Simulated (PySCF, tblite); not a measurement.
**C5H4OS− (doublet): geometry, infrared bands and EPR parameters**

Aim: predict the infrared bands and EPR parameters of C5H4OS− (doublet) (`[O-][CH]c1cccs1`).

The runs use tblite 0.8.0 and PySCF 2.14.0, with density-fitted response routines of our own; the level of theory stands in each step. All values are computed, except where a source is named. Atoms count from 0, in the outputs and in this text.

### Step 1. The molecule as given

11 atoms, charge -1, multiplicity 2; geometry from: force field or distance geometry start.

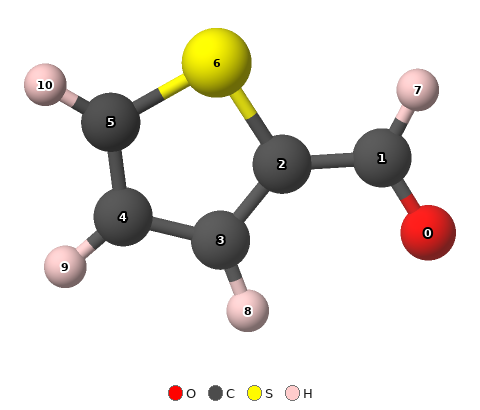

As it starts; oxygen red, carbon dark grey, sulfur yellow, hydrogen pink, atoms numbered.

### Step 2. Geometry optimisation with GFN2-xTB

What the job is given:

```
{"job": {"kind": "relax", "xc": "GFN2-xTB", "basis": "xTB"}, "charge": -1, "multiplicity": 2}
O      2.884100    -0.386100    -0.117400
C      2.070200     0.449500     0.373100
C      0.687800     0.226700     0.182400
C     -0.000600    -0.764200    -0.510100
C     -1.416900    -0.628900    -0.466200
C     -1.802500     0.488200     0.229100
S     -0.456100     1.352200     0.847400
H      2.415700     1.309000     0.959400
H      0.537800    -1.577700    -0.995700
H     -2.112000    -1.310200    -0.943000
H     -2.802100     0.844200     0.415000
```

Launch:

```console
$ OMP_NUM_THREADS=1 python probes_run.py task.json out
```

This one command runs all jobs of the session in turn.

The program printed:

```text
step      E/eV     max force
  0    -549.91328    1.898
  1    -550.01144    0.760
  2    -550.04188    0.512
  3    -550.06259    0.425
  4    -550.06916    0.251
  5    -550.07311    0.163
  6    -550.07442    0.132
  7    -550.07566    0.098
  8    -550.07636    0.057
  9    -550.07657    0.053
 10    -550.07672    0.052
 11    -550.07694    0.058
 12    -550.07727    0.074
 13    -550.07768    0.081
 14    -550.07807    0.058
 15    -550.07834    0.044
 16    -550.07846    0.026
 17    -550.07852    0.022
 18    -550.07856    0.024
 19    -550.07860    0.024
 20    -550.07863    0.016
 21    -550.07864    0.009
```

Wall time 0.08 s (1 thread of Arm Neoverse V2, shared host).

Relaxation path:

| step | energy from step 0 (eV) | largest force (eV/Å) |
| --- | --- | --- |
| 0 | 0.0000 | 1.8975 |
| 1 | -0.0982 | 0.7600 |
| 2 | -0.1286 | 0.5120 |
| 3 | -0.1493 | 0.4254 |
| 4 | -0.1559 | 0.2508 |
| 5 | -0.1598 | 0.1631 |
| 6 | -0.1611 | 0.1324 |
| 7 | -0.1624 | 0.0981 |
| 8 | -0.1631 | 0.0574 |
| 9 | -0.1633 | 0.0534 |
| 10 | -0.1634 | 0.0520 |
| 11 | -0.1637 | 0.0579 |
| 12 | -0.1640 | 0.0738 |
| 13 | -0.1644 | 0.0806 |
| 14 | -0.1648 | 0.0585 |
| 15 | -0.1651 | 0.0436 |
| 16 | -0.1652 | 0.0264 |
| 17 | -0.1652 | 0.0216 |
| 18 | -0.1653 | 0.0238 |
| 19 | -0.1653 | 0.0240 |
| 20 | -0.1653 | 0.0158 |
| 21 | -0.1654 | 0.0087 |

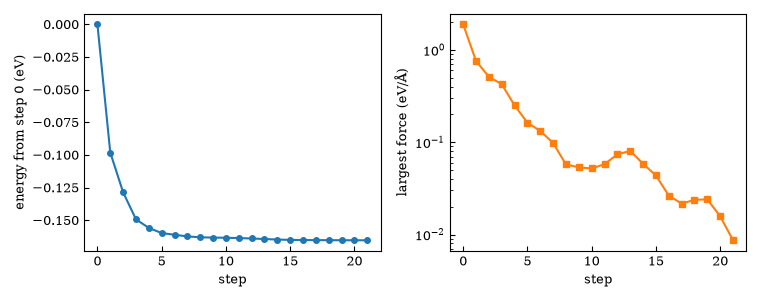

Energy and force, step by step.

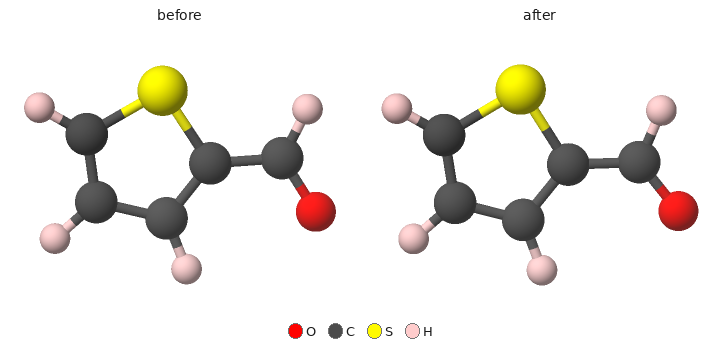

Before and after, at one scale.

Close pairs (by a distance rule), those that changed most:

| bond | before (Å) | after (Å) | change (Å) |
| --- | --- | --- | --- |
| C2–S6 | 1.737 | 1.777 | +0.040 |
| C3–C4 | 1.423 | 1.385 | -0.038 |
| C5–S6 | 1.715 | 1.748 | +0.033 |
| C1–H7 | 1.096 | 1.116 | +0.020 |
| C1–C2 | 1.413 | 1.394 | -0.019 |
| C2–C3 | 1.391 | 1.408 | +0.017 |
| C3–H8 | 1.090 | 1.076 | -0.014 |
| O0–C1 | 1.265 | 1.254 | -0.012 |

The next job starts from the end point, and lists it.

### Step 3. Infrared spectrum with GFN2-xTB

What the job is given:

```
{"job": {"kind": "ir", "xc": "GFN2-xTB", "basis": "xTB"}, "charge": -1, "multiplicity": 2}
O      2.974870    -0.349426    -0.092434
C      2.067049     0.395195     0.347495
C      0.694200     0.224979     0.173808
C     -0.018014    -0.780878    -0.507632
C     -1.393172    -0.620062    -0.467139
C     -1.808716     0.488511     0.230574
S     -0.453646     1.387517     0.872727
H      2.344887     1.297332     0.942915
H      0.496349    -1.584936    -1.004416
H     -2.093926    -1.298345    -0.936452
H     -2.804456     0.842784     0.414592
```

The program printed:

```text
mode    cm-1     km/mol
  1     147.1      3.36
  2     182.1      5.68
  3     238.9     10.52
  4     357.9      4.35
  5     406.0      8.94
  6     445.4      2.30
  7     533.6      1.86
  8     556.7      4.41
  9     703.7      5.95
 10     705.4      3.55
 11     782.0     18.36
 12     813.9      1.59
 13     819.3     17.52
 14     825.0      4.84
 15    1056.7      9.46
 16    1073.7      2.18
 17    1125.2     19.42
 18    1214.2     15.05
 19    1345.9     52.03
 20    1378.2     13.15
 21    1444.3     99.38
 22    1456.0     46.45
 23    1619.8    626.68
 24    2629.1    275.97
 25    3029.9    141.05
 26    3110.5     81.75
 27    3126.4     59.53
```

Wall time 0.22 s (1 thread of Arm Neoverse V2, shared host).

Which atoms move in the most intense modes:

| cm⁻¹ | km/mol | atoms |
| --- | --- | --- |
| 1346 | 52.0 | C2 23 %, O0 17 %, C1 16 %, H7 13 % |
| 1444 | 99.4 | C3 44 %, C4 18 %, C2 17 % |
| 1456 | 46.5 | C4 52 %, C5 21 % |
| 1620 | 626.7 | C1 60 %, O0 19 %, C2 17 % |
| 2629 | 276.0 | H7 94 % |
| 3030 | 141.1 | H9 91 % |
| 3110 | 81.8 | H8 86 % |
| 3126 | 59.5 | H10 86 % |

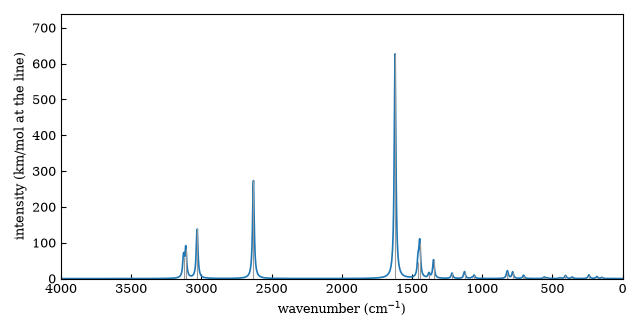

The infrared spectrum from these modes, unscaled. Lines are broadened to a width of 14 cm⁻¹ (Lorentzian).

### Step 4. EPR parameters: B3LYP/pcH-1

Same as in step 3 but for these lines:

```diff
@@ -1,2 +1,2 @@
-{"job": {"kind": "ir", "xc": "GFN2-xTB", "basis": "xTB"}, "charge": -1, "multiplicity": 2}
+{"job": {"kind": "epr", "basis": "pcH-1"}, "charge": -1, "multiplicity": 2}
 O      2.974870    -0.349426    -0.092434
```

Method: UKS B3LYP, pcH-1 on C H O S, non-relativistic, mean-field spin-orbit, GIAO.

The program printed:

```text
UKS, coarse grid
  cycle   1  E = -666.16240979  |g| = 6.83e-01
  cycle   2  E = -663.31912753  |g| = 2.15e+00
  cycle   3  E = -666.27222104  |g| = 3.75e-01
  cycle   4  E = -666.33791163  |g| = 2.28e-01
  cycle   5  E = -666.36225185  |g| = 7.69e-02
  cycle   6  E = -666.36453134  |g| = 3.63e-02
  cycle   7  E = -666.36523666  |g| = 1.66e-02
  cycle   8  E = -666.36537028  |g| = 5.54e-03
  cycle   9  E = -666.36539404  |g| = 2.58e-03
  cycle  10  E = -666.36539938  |g| = 1.19e-03
  cycle  11  E = -666.36540096  |g| = 5.74e-04
UKS, final grid
  cycle   1  E = -666.36540600  |g| = 9.01e-04
  cycle   2  E = -666.36540501  |g| = 1.90e-03
  cycle   3  E = -666.36540635  |g| = 1.78e-04
  cycle   4  E = -666.36540637  |g| = 6.82e-05
  cycle   5  E = -666.36540638  |g| = 2.74e-05
E = -666.36540638 Eh   <S^2> = 0.7634 (exact 0.7500)
g shifts (ppm)      1          2          3
  rmc          -210       -210       -210
  gc            -10         41         40
  oz_so         -59       2508       6219
  total        -279       2338       6049
hyperfine (MHz)  atom isotope    a_iso     a_fc   dipolar eigenvalues
    0   17O     -19.17     -19.10    -74.53     36.40     38.13
    1   13C       4.41       4.40    -18.21    -15.51     33.73
    2   13C     -10.45     -10.60     -8.68     -6.20     14.88
    3   13C      18.23      18.28    -19.58    -19.46     39.04
    4   13C     -23.11     -23.12    -13.57      6.00      7.58
    5   13C      31.38      31.16    -28.00    -26.56     54.56
    6   33S       5.20       5.57    -16.36    -14.51     30.87
    7    1H     -16.25     -16.29     -7.84     -2.81     10.65
    8    1H     -17.13     -17.14     -8.27     -0.82      9.09
    9    1H       4.88       4.88     -2.69     -0.02      2.71
   10    1H     -22.63     -22.70    -13.72      0.12     13.59
```

Wall time 51 s (1 thread of Arm Neoverse V2, shared host); peak memory 0.72 GiB.

Principal g values 2.00204, 2.00466, 2.00837; g(iso) = 2.00502, against 2.00232 for a free electron.

Hyperfine couplings, nucleus by nucleus at this fixed geometry (no averaging over rotations):

| nuclei | isotope | a(iso) (MHz) | a(iso) (G, at g = 2.0023) | largest dipolar term (MHz) |
| --- | --- | --- | --- | --- |
| C5 | 13C | 31.4 | 11.2 | 54.6 |
| C4 | 13C | -23.1 | -8.2 | -13.6 |
| H10 | 1H | -22.6 | -8.1 | -13.7 |
| O0 | 17O | -19.2 | -6.8 | -74.5 |
| C3 | 13C | 18.2 | 6.5 | 39.0 |
| H8 | 1H | -17.1 | -6.1 | 9.1 |
| H7 | 1H | -16.3 | -5.8 | 10.7 |
| C2 | 13C | -10.4 | -3.7 | 14.9 |
| S6 | 33S | 5.2 | 1.9 | 30.9 |
| H9 | 1H | 4.9 | 1.7 | 2.7 |
| C1 | 13C | 4.4 | 1.6 | 33.7 |

Mulliken spin populations:

| atom | value (e) |
| --- | --- |
| O0 | 0.22 |
| C1 | 0.18 |
| C2 | 0.05 |
| C3 | 0.26 |
| C4 | -0.11 |
| C5 | 0.31 |
| S6 | 0.13 |
| H7 | -0.01 |
| H8 | -0.01 |
| H9 | 0.00 |
| H10 | -0.02 |

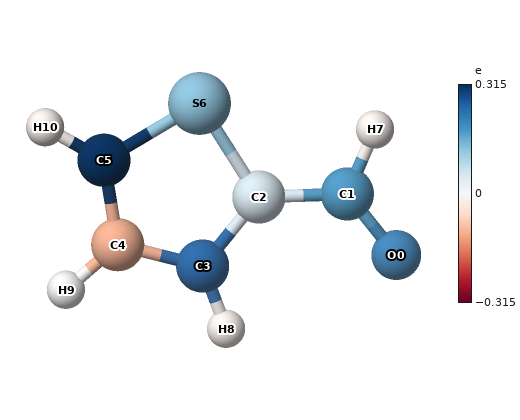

Mulliken spin populations, as colours on the atoms.

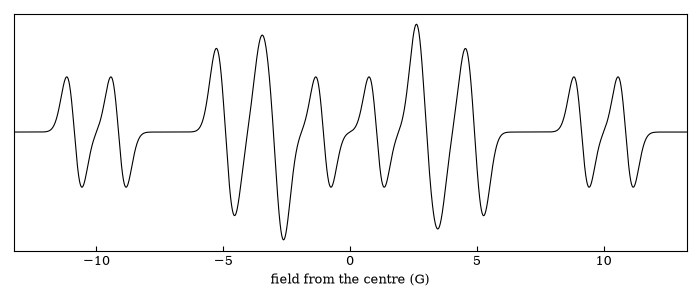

First-order isotropic spectrum (first derivative, main isotopes with spin only, couplings over 0.8 MHz, Gaussian width 0.3 G; couplings of the frozen geometry, rotation of groups not averaged beyond the rows shown).

Orbitals, density, ELF and potential are computed afterwards from the orbital file.

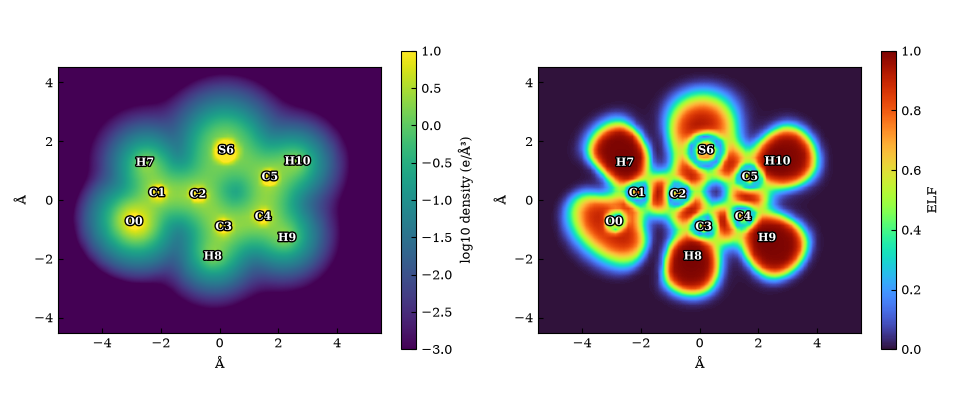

Density (left) and ELF (right) in a plane through or near 11 of the atoms.

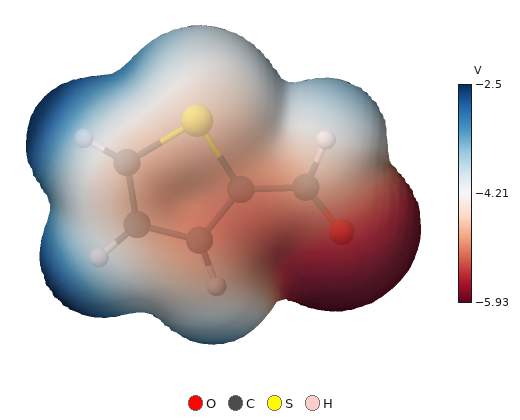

The potential that a unit positive charge feels on the 0.002 e/bohr³ surface, from the 1st to the 99th percentile, from -5.93 V near O0 to -2.50 V near H10.

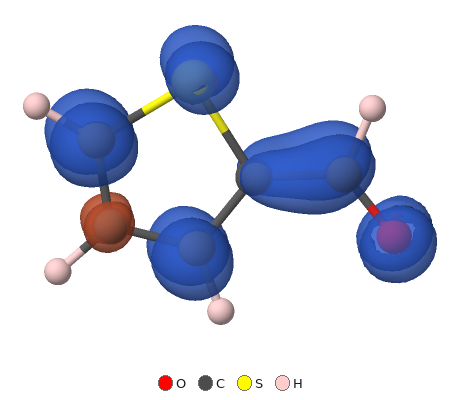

Spin density at ±0.03 e/Å³ (alpha excess blue, beta excess red).

### Step 5. Summary of results

```
                                 quantity                  value
strongest single infrared mode (GFN2-xTB)  1620 cm⁻¹, 627 km/mol
             zero-point energy (GFN2-xTB)          44.5 kcal/mol
                           g(iso) (B3LYP)                2.00502
                                     ⟨S²⟩     0.763 (exact 0.75)
                           largest a(iso)    13C on C5, 31.4 MHz
```

What this shows: The optimisation took 21 steps and gained 0.165 eV; among the close pairs (by a distance rule), C2–S6 changed most, from 1.737 to 1.777 Å. All 27 modes are real, so the xTB geometry is a minimum. The strongest single mode, at 1620 cm⁻¹, moves mainly C1. GFN2-xTB is a fitted tight-binding method: band positions and strengths are rough. Its intensities can rank the bands wrongly. The largest spin populations lie on C5 (0.31 e), C3 (0.26 e). The isotropic g lies 2.7 ppt above the free-electron value.
